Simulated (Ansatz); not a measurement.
# NPSi2: what the fields show

Input file:

```
crystal:
  periodic: [false, false, false]
  atoms:
    - {symbol: N, position_ang: [0.451351, 0.173083, -0.353368]}
    - {symbol: P, position_ang: [-1.299516, 1.229953, 0.196262]}
    - {symbol: Si, position_ang: [0.635340, 1.869335, -0.725873]}
    - {symbol: Si, position_ang: [0.109255, -0.077011, 1.340828]}
basis:
  gaussian: {orbitals: def2-TZVPD}
hamiltonian: {xc: {name: PBE0}}
output: {forces: true, orbitals: {seedname: orbitals}}
```

Command:

```sh
ansatz run input.yaml --threads 1 --pin off --max-ram 2610MiB --events-out events.jsonl --progress --plain --runs-dir runs
```

Geometry: PBE0-D3(BJ)/def2-SVP.

All numbers below come from isolated molecule in a Gaussian basis; Kohn-Sham density functional theory, functional PBE0 in Ansatz 0.2.0.

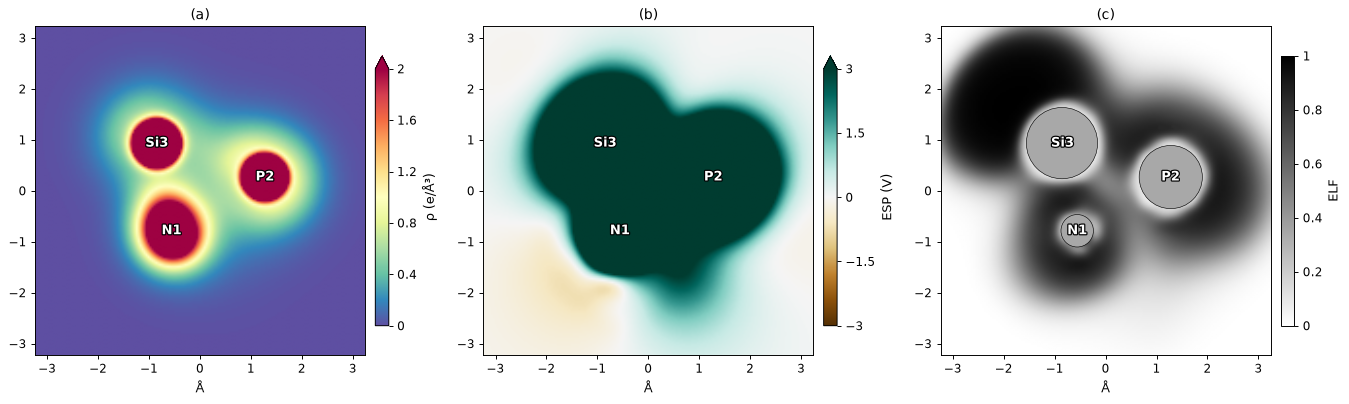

Figure 1. (a) total electron density; (b) electrostatic potential; (c) electron localisation function on the plane of atoms N1, Si3 and P2. Grey discs cover the atomic cores in the ELF map.

**Describe what can be read from this map.**

The section cuts through N, P and Si sites. Si–N (1.75 Å): ρ is about 1 e/Å³ halfway; the ELF peaks at about 0.85 between the atoms; a polar covalent bond. Si–P (2.24 Å): ρ is about 0.62 e/Å³ halfway; the ELF peaks at about 0.75 between the atoms, as expected for a covalent bond. The ELF also peaks beside N1, P2 and Si3, away from the bonds: lone-pair regions. Outside the dense part of the molecule the potential is most negative (−0.8 V) near N1.

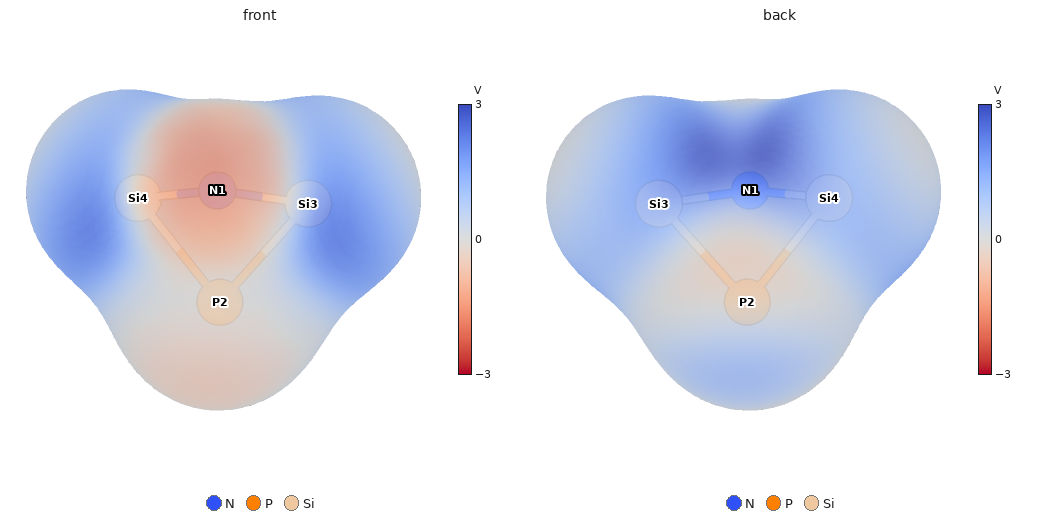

Figure 2. The molecular electrostatic potential painted on the density surface at 0.004 e/bohr³, seen from the front and from behind; red is negative and blue positive.

**Where is the surface potential most negative and most positive?**

The most negative region (about −1.3 V, or −30 kcal/mol for a unit charge) lies over N1, the most positive (about +2.5 V, or +58 kcal/mol for a unit charge) over Si3 and Si4. N1 is the likeliest acceptor of a hydrogen bond.

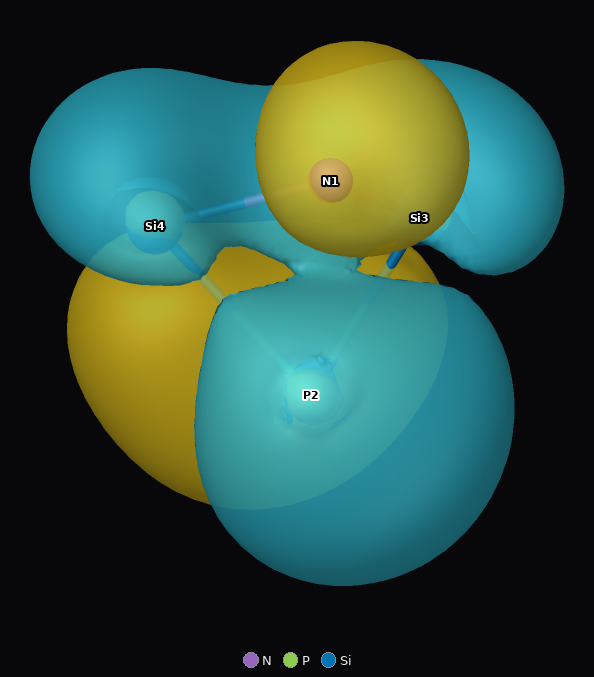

Figure 3. The HOMO at ±0.06 Å⁻³ᐟ² (yellow and cyan are the two phases), seen at a tilt.

**What is the character of this orbital?**

It lies mainly on P2 (about 55 %), N1 (about 20 %), Si3 (about 15 %) and Si4 (about 15 %); largely a combination of lone pairs on P2 and N1. Its energy is −6.28 eV.
